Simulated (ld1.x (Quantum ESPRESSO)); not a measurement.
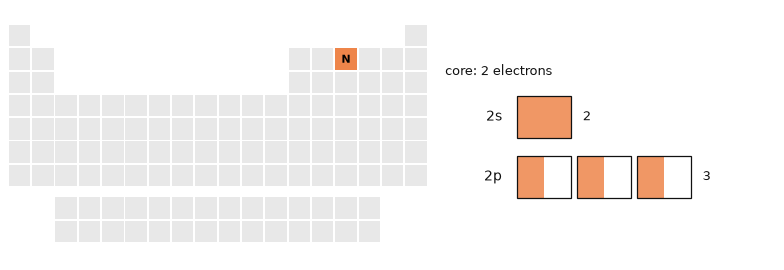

Left, the place of nitrogen in the periodic table; right, the valence shells of the reference configuration: a box for each of the 2l + 1 orbitals, shaded by the share of the shell that is filled, with the electron count at the right.

**Pseudopotential generation: N (part 1 of 2)**

System: nitrogen (N, Z = 7), core [He], reference valence 2s2 2p3, valence charge 5.
Method: RRKJ potential, LDA (PZ), non-relativistic, made with ld1.x (Quantum ESPRESSO) 7.5.

Input:
```
 &input
   title='N', zed=7., rel=0, dft='PZ', iswitch=3,
   config='[He] 2s2 2p3 3d-2',
   nld=3, rlderiv=2.20, eminld=-3.0, emaxld=5.0, deld=0.02
 /
 &inputp
   pseudotype=2, tm=.false., rho0=0.02, lloc=1,
   nlcc=.true., rcore=0.35,
   file_pseudopw='N.UPF', file_wfcaegen='ae.wfc', file_wfcncgen='nc.wfc', file_beta='beta', file_chi='chi'
 /
3
2S  1  0   2.00   0.00  0.70  0.70  0.0
3D  3  2  -2.00   0.05  1.95  1.95  0.0
2P  2  1   3.00   0.00  2.00  2.00  0.0
 &test
   configts(1)='2s2 2p3'
 /
```

Input of the test run:
```
 &input
   title='N', zed=7., rel=0, dft='PZ', iswitch=2,
   config='[He] 2s2 2p3 3d-2'
 /
 &test
   file_pseudo='N.UPF', nconf=10,
   configts(1)='2s2 2p3',
   configts(2)='2s2 2p2',
   configts(3)='2s2 2p1',
   configts(4)='2s2 2p0',
   configts(5)='2s1 2p3',
   configts(6)='2s1 2p0',
   configts(7)='2s2 2p3.3',
   configts(8)='2s2 2p2.5',
   configts(9)='2s2 2p3', lsdts(9)=1,
   configts(10)='2s2 2p2', lsdts(10)=1
 /
```

Run as:
```bash
ld1.x < N.in > N.out
```

Log:
```
     Program LD1 v.7.5
     --------------------------- All-electron run ----------------------------

     N

     atomic number is  7.00
     dft =PZ   lsd =0 sic =0 latt =0  beta=0.20 tr2=1.0E-14
     Exchange-correlation= PZ
                           (   1   1   0   0   0   0   0)
     mesh =1085 r(mesh) =  99.89202 a.u. xmin = -7.00 dx = 0.01250
     1 Ry =  13.60569312 eV

     n l     nl                  e(Ry)          e(Ha)          e(eV)
     1 0     1S 1( 2.00)       -28.0241       -14.0120      -381.2867
     2 0     2S 1( 2.00)        -1.3522        -0.6761       -18.3982
     2 1     2P 1( 3.00)        -0.5326        -0.2663        -7.2467

     final scf error:  7.5E-15 reached in  17 iterations

     Etot =    -108.045008 Ry,     -54.022504 Ha,   -1470.027222 eV

     Ekin =     107.455687 Ry,      53.727844 Ha,    1462.009102 eV
     Encl =    -254.816045 Ry,    -127.408023 Ha,   -3466.948913 eV
     Eh   =      51.589595 Ry,      25.794798 Ha,     701.912204 eV
     Exc  =     -12.274245 Ry,      -6.137123 Ha,    -166.999615 eV

     normalization and overlap integrals

     s(1S/1S) =  1.000000  <r> =   0.2314  <r2> =    0.0724  r(max) =   0.1502
     s(2S/2S) =  1.000000  <r> =   1.3302  <r2> =    2.1523  r(max) =   1.0167
     s(2P/2P) =  1.000000  <r> =   1.4814  <r2> =    2.9055  r(max) =   0.9671

     ------------------------ End of All-electron run ------------------------

     --------------------- Generating NC pseudopotential ---------------------

      Generating local pot.: lloc=1, matching radius rcloc =   2.0000

      Computing core charge for nlcc:

       r > 0.35 : true rho core
       r < 0.35 : rho core = a sin(br)/r    a=  13.24  b=   7.13

      Integrated core pseudo-charge :   1.02

      Wfc   2S  rcut= 0.708  Estimated cut-off energy=       81.04 Ry
      Using 4 Bessel functions for this wfc, rho(0) = 0.020
      This function has    0 nodes for 0 < r <    0.708

      Wfc   3D  rcut= 1.972  Estimated cut-off energy=       56.78 Ry
      This function has    0 nodes for 0 < r <    1.972

     ------------------- End of pseudopotential generation -------------------

     --------------------------- All-electron run ----------------------------

     N

     atomic number is  7.00
     dft =PZ   lsd =0 sic =0 latt =0  beta=0.20 tr2=1.0E-14
     Exchange-correlation= PZ
                           (   1   1   0   0   0   0   0)
     mesh =1085 r(mesh) =  99.89202 a.u. xmin = -7.00 dx = 0.01250
     1 Ry =  13.60569312 eV

     n l     nl                  e(Ry)          e(Ha)          e(eV)
     1 0     1S 1( 2.00)       -28.0241       -14.0120      -381.2867
     2 0     2S 1( 2.00)        -1.3522        -0.6761       -18.3982
     2 1     2P 1( 3.00)        -0.5326        -0.2663        -7.2467

     final scf error:  7.5E-15 reached in  17 iterations

     Etot =    -108.045008 Ry,     -54.022504 Ha,   -1470.027222 eV

     Ekin =     107.455687 Ry,      53.727844 Ha,    1462.009102 eV
     Encl =    -254.816045 Ry,    -127.408023 Ha,   -3466.948913 eV
     Eh   =      51.589595 Ry,      25.794798 Ha,     701.912204 eV
     Exc  =     -12.274245 Ry,      -6.137123 Ha,    -166.999615 eV

     normalization and overlap integrals

     s(1S/1S) =  1.000000  <r> =   0.2314  <r2> =    0.0724  r(max) =   0.1502
     s(2S/2S) =  1.000000  <r> =   1.3302  <r2> =    2.1523  r(max) =   1.0167
     s(2P/2P) =  1.000000  <r> =   1.4814  <r2> =    2.9055  r(max) =   0.9671

     ------------------------ End of All-electron run ------------------------

     Computing logarithmic derivative in   2.19319
     Computing logarithmic derivative in   2.19319
     Computing the partial wave expansion
     R is outside the sphere for l=    0 j= 0.00
       no projector for channel:   1
     R is outside the sphere for l=    2 j= 0.00

     ---------------------- Testing the pseudopotential ----------------------

     N

     atomic number is  7.00   valence charge is  5.00
     dft =PZ   lsd =0 sic =0 latt =0  beta=0.20 tr2=1.0E-14
     mesh =1085 r(mesh) =  99.89202 xmin = -7.00 dx = 0.01250

     n l     nl             e AE (Ry)        e PS (Ry)    De AE-PS (Ry)
     1 0     2S   1( 2.00)       -1.35224       -1.35224       -0.00000
     2 1     2P   1( 3.00)       -0.53262       -0.53262       -0.00000

     eps = 9.2E-15  iter = 11

     Etot =    -108.045008 Ry,     -54.022504 Ha,   -1470.027222 eV
     Etotps =   -21.256717 Ry,     -10.628359 Ha,    -289.212370 eV

     Ekin =      11.519912 Ry,       5.759956 Ha,     156.736381 eV
     Encl =     -44.809202 Ry,     -22.404601 Ha,    -609.660249 eV
     Ehrt =      16.024529 Ry,       8.012265 Ha,     218.024828 eV
     Ecxc =      -6.699405 Ry,      -3.349702 Ha,     -91.150044 eV
     (Ecc =      -2.172056 Ry,      -1.086028 Ha,     -29.552326 eV)
     Epseu=       2.707449 Ry,       1.353724 Ha,      36.836715 eV

     ---------------------- End of pseudopotential test ----------------------
```

Output of the test run (extracts):
```
     ---------------------- Testing the pseudopotential ----------------------

     N

     atomic number is  7.00   valence charge is  5.00
     dft =PZ   lsd =0 sic =0 latt =0  beta=0.20 tr2=1.0E-14
     mesh =1085 r(mesh) =  99.89202 xmin = -7.00 dx = 0.01250

     n l     nl             e AE (Ry)        e PS (Ry)    De AE-PS (Ry)
     1 0     2S   1( 2.00)       -1.35224       -1.35224        0.00000
     2 1     2P   1( 3.00)       -0.53262       -0.53262       -0.00000

     eps = 2.7E-15  iter = 12

     Etot =    -108.045008 Ry,     -54.022504 Ha,   -1470.027222 eV
     Etotps =   -21.256718 Ry,     -10.628359 Ha,    -289.212377 eV

     Ekin =      11.519911 Ry,       5.759956 Ha,     156.736378 eV
     Encl =     -44.809202 Ry,     -22.404601 Ha,    -609.660255 eV
     Ehrt =      16.024529 Ry,       8.012265 Ha,     218.024830 eV
     Ecxc =      -6.699405 Ry,      -3.349702 Ha,     -91.150045 eV
     (Ecc =      -2.172056 Ry,      -1.086028 Ha,     -29.552326 eV)
     Epseu=       2.707449 Ry,       1.353724 Ha,      36.836715 eV

     ---------------------- End of pseudopotential test ----------------------

     ---------------------- Testing the pseudopotential ----------------------

     N

     atomic number is  7.00   valence charge is  5.00
     dft =PZ   lsd =0 sic =0 latt =0  beta=0.20 tr2=1.0E-14
     mesh =1085 r(mesh) =  99.89202 xmin = -7.00 dx = 0.01250

     n l     nl             e AE (Ry)        e PS (Ry)    De AE-PS (Ry)
     1 0     2S   1( 2.00)       -2.36828       -2.37213        0.00385
     2 1     2P   1( 2.00)       -1.53037       -1.52426       -0.00611  !

     eps = 2.0E-17  iter = 12

     Etot =    -107.035333 Ry,     -53.517666 Ha,   -1456.289892 eV
     Etotps =   -20.248407 Ry,     -10.124203 Ha,    -275.493611 eV
     dEtot_ae =       1.009675 Ry
     dEtot_ps =       1.008311 Ry,   Delta E=       0.001364 Ry

     Ekin =       9.888408 Ry,       4.944204 Ha,     134.538641 eV
     Encl =     -38.539839 Ry,     -19.269919 Ha,    -524.361216 eV
     Ehrt =      11.288164 Ry,       5.644082 Ha,     153.583289 eV
     Ecxc =      -5.911756 Ry,      -2.955878 Ha,     -80.433534 eV
     (Ecc =      -2.172056 Ry,      -1.086028 Ha,     -29.552326 eV)
     Epseu=       3.026616 Ry,       1.513308 Ha,      41.179209 eV

     ---------------------- End of pseudopotential test ----------------------

     ---------------------- Testing the pseudopotential ----------------------

     N

     atomic number is  7.00   valence charge is  5.00
     dft =PZ   lsd =0 sic =0 latt =0  beta=0.20 tr2=1.0E-14
     mesh =1085 r(mesh) =  99.89202 xmin = -7.00 dx = 0.01250

     n l     nl             e AE (Ry)        e PS (Ry)    De AE-PS (Ry)
     1 0     2S   1( 2.00)       -3.59105       -3.57952       -0.01154  !
     2 1     2P   1( 1.00)       -2.76494       -2.71763       -0.04731  !

     eps = 5.1E-15  iter =  7

     Etot =    -104.905715 Ry,     -52.452858 Ha,   -1427.314971 eV
     Etotps =   -18.141371 Ry,      -9.070685 Ha,    -246.825924 eV
     dEtot_ae =       3.139293 Ry
     dEtot_ps =       3.115347 Ry,   Delta E=       0.023946 Ry

     Ekin =       7.153072 Ry,       3.576536 Ha,      97.322509 eV
     Encl =     -30.585913 Ry,     -15.292957 Ha,    -416.142553 eV
     Ehrt =       6.817091 Ry,       3.408546 Ha,      92.751252 eV
     Ecxc =      -4.967044 Ry,      -2.483522 Ha,     -67.580073 eV
     (Ecc =      -2.172056 Ry,      -1.086028 Ha,     -29.552326 eV)
     Epseu=       3.441423 Ry,       1.720711 Ha,      46.822941 eV

     ---------------------- End of pseudopotential test ----------------------

     ---------------------- Testing the pseudopotential ----------------------

     N

     atomic number is  7.00   valence charge is  5.00
     dft =PZ   lsd =0 sic =0 latt =0  beta=0.20 tr2=1.0E-14
     mesh =1085 r(mesh) =  99.89202 xmin = -7.00 dx = 0.01250

     n l     nl             e AE (Ry)        e PS (Ry)    De AE-PS (Ry)
     1 0     2S   1( 2.00)       -4.97936       -4.91432       -0.06505  !
     2 1     2P   1( 0.00)       -4.19873       -4.04851       -0.15022  !

     eps = 1.8E-15  iter =  7

     Etot =    -101.438995 Ry,     -50.719498 Ha,   -1380.147841 eV
     Etotps =   -14.767359 Ry,      -7.383679 Ha,    -200.920153 eV
     dEtot_ae =       6.606013 Ry
     dEtot_ps =       6.489359 Ry,   Delta E=       0.116654 Ry

     Ekin =       3.397965 Ry,       1.698983 Ha,      46.231674 eV
     Encl =     -21.325293 Ry,     -10.662646 Ha,    -290.145387 eV
     Ehrt =       3.201055 Ry,       1.600528 Ha,      43.552577 eV
     Ecxc =      -3.962032 Ry,      -1.981016 Ha,     -53.906191 eV
     (Ecc =      -2.172056 Ry,      -1.086028 Ha,     -29.552326 eV)
     Epseu=       3.920945 Ry,       1.960472 Ha,      53.347174 eV

     ---------------------- End of pseudopotential test ----------------------

     ---------------------- Testing the pseudopotential ----------------------

     N

     atomic number is  7.00   valence charge is  5.00
     dft =PZ   lsd =0 sic =0 latt =0  beta=0.20 tr2=1.0E-14
     mesh =1085 r(mesh) =  99.89202 xmin = -7.00 dx = 0.01250

     n l     nl             e AE (Ry)        e PS (Ry)    De AE-PS (Ry)
     1 0     2S   1( 1.00)       -2.37620       -2.39278        0.01659  !
     2 1     2P   1( 3.00)       -1.53545       -1.54453        0.00908  !

     eps = 2.8E-16  iter = 12

     Etot =    -106.196011 Ry,     -53.098006 Ha,   -1444.870341 eV
     Etotps =   -19.400348 Ry,      -9.700174 Ha,    -263.955181 eV
     dEtot_ae =       1.848997 Ry
     dEtot_ps =       1.856370 Ry,   Delta E=      -0.007373 Ry

     Ekin =      12.143334 Ry,       6.071667 Ha,     165.218471 eV
     Encl =     -38.386657 Ry,     -19.193329 Ha,    -522.277080 eV
     Ehrt =      11.200655 Ry,       5.600328 Ha,     152.392676 eV
     Ecxc =      -5.879040 Ry,      -2.939520 Ha,     -79.988410 eV
     (Ecc =      -2.172056 Ry,      -1.086028 Ha,     -29.552326 eV)
     Epseu=       1.521360 Ry,       0.760680 Ha,      20.699162 eV

     ---------------------- End of pseudopotential test ----------------------

     ---------------------- Testing the pseudopotential ----------------------

     N

     atomic number is  7.00   valence charge is  5.00
     dft =PZ   lsd =0 sic =0 latt =0  beta=0.20 tr2=1.0E-14
     mesh =1085 r(mesh) =  99.89202 xmin = -7.00 dx = 0.01250

     n l     nl             e AE (Ry)        e PS (Ry)    De AE-PS (Ry)
     1 0     2S   1( 1.00)       -6.40652       -6.31591       -0.09062  !
     2 1     2P   1( 0.00)       -5.69347       -5.45033       -0.24315  !

     eps = 4.1E-15  iter =  5

     Etot =     -95.748398 Ry,     -47.874199 Ha,   -1302.723318 eV
     Etotps =    -9.154443 Ry,      -4.577222 Ha,    -124.552544 eV
     dEtot_ae =      12.296610 Ry
     dEtot_ps =      12.102275 Ry,   Delta E=       0.194336 Ry

     Ekin =       1.857340 Ry,       0.928670 Ha,      25.270392 eV
     Encl =     -11.102643 Ry,      -5.551321 Ha,    -151.059152 eV
     Ehrt =       0.838999 Ry,       0.419499 Ha,      11.415162 eV
     Ecxc =      -2.979079 Ry,      -1.489539 Ha,     -40.532429 eV
     (Ecc =      -2.172056 Ry,      -1.086028 Ha,     -29.552326 eV)
     Epseu=       2.230940 Ry,       1.115470 Ha,      30.353483 eV

     ---------------------- End of pseudopotential test ----------------------

     ---------------------- Testing the pseudopotential ----------------------

     N

     atomic number is  7.00   valence charge is  5.00
     dft =PZ   lsd =0 sic =0 latt =0  beta=0.20 tr2=1.0E-14
     mesh =1085 r(mesh) =  99.89202 xmin = -7.00 dx = 0.01250

     n l     nl             e AE (Ry)        e PS (Ry)    De AE-PS (Ry)
     1 0     2S   1( 2.00)       -1.09880       -1.09702       -0.00178
     2 1     2P   1( 3.30)       -0.28901       -0.28837       -0.00064

     eps = 5.4E-15  iter = 12

     Etot =    -108.167508 Ry,     -54.083754 Ha,   -1471.693918 eV
     Etotps =   -21.379126 Ry,     -10.689563 Ha,    -290.877834 eV
     dEtot_ae =      -0.122500 Ry
     dEtot_ps =      -0.122409 Ry,   Delta E=      -0.000091 Ry

     Ekin =      11.784770 Ry,       5.892385 Ha,     160.339962 eV
     Encl =     -46.277451 Ry,     -23.138726 Ha,    -629.636803 eV
     Ehrt =      17.360432 Ry,       8.680216 Ha,     236.200715 eV
     Ecxc =      -6.886286 Ry,      -3.443143 Ha,     -93.692697 eV
     (Ecc =      -2.172056 Ry,      -1.086028 Ha,     -29.552326 eV)
     Epseu=       2.639409 Ry,       1.319704 Ha,      35.910988 eV

     ---------------------- End of pseudopotential test ----------------------
```

(Continued in part 2.) Outcome of the run: generated.
